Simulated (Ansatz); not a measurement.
SiH3Br: a line through the functionals

SiH3Br has 5 atoms, charge 0, and is taken as a singlet. SMILES: `[SiH3]Br`. The shape is that of a PBE0-D4/def2-TZVP optimisation.

The HOMO–LUMO gap y, in eV, basis def2-TZVP; a is the functional's share of exact exchange. Programs: Ansatz 0.2.0.

| functional | program | a | y (eV) |
| --- | --- | --- | --- |
| revPBE | Ansatz | 0 | 6.04 |
| PBE | Ansatz | 0 | 5.97 |
| B3LYP | Ansatz | 0.2 | 7.65 |
| PBE0 | Ansatz | 0.25 | 8.13 |
| r2SCAN0 | Ansatz | 0.25 | ? |
| BHLYP | Ansatz | 0.5 | 10.16 |

Fit y = c + s·a to the known rows and predict r2SCAN0.


1. Means of the 5 rows: a = 0.1900, y = 7.590.
2. Σ(Δa)² = 0.172, Σ(Δa·Δy) = 1.432, so the slope is 1.432/0.172 = 8.3256.
3. Intercept: 7.590 − (8.3256) × 0.1900 = 6.008. The largest residual of the fit is 0.041.
4. r2SCAN0: 6.008 + (8.3256) × 0.25 = 8.09 eV.

The run gave 8.60 eV, so the prediction is off by -0.51 eV, more than the scatter of the fit. Exact exchange lowers occupied levels and raises empty ones. The rows mix families of semi-local functionals, which the line can't see.

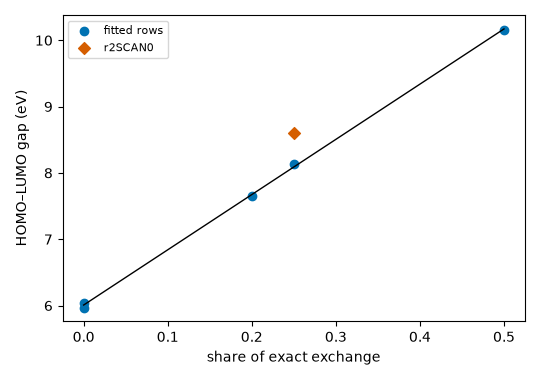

The fitted line, with the withheld row.
